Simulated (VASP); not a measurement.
Band structure of ZrSe (relaxed from the wurtzite structure, space group P6_3mc). Calculation: PBEsol GGA, VASP's PBE PAW potentials (set 64) (plane waves; VASP).

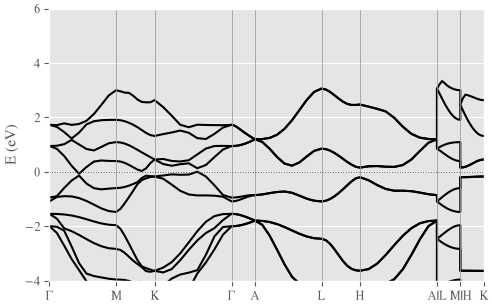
Bands along high-symmetry lines, zero at the valence-band maximum or, without a gap, the Fermi level

### Question
Read the plot: is there a gap, and where are the band edges?

### Answer
It has no gap at this level: it comes out as a metal or semimetal. (Edges off the drawn lines would not show.)

The structure was generated: ZrSe was put into the wurtzite type (P6_3mc), which need not be its known phase. It was relaxed first, which changed the volume by -42 %.
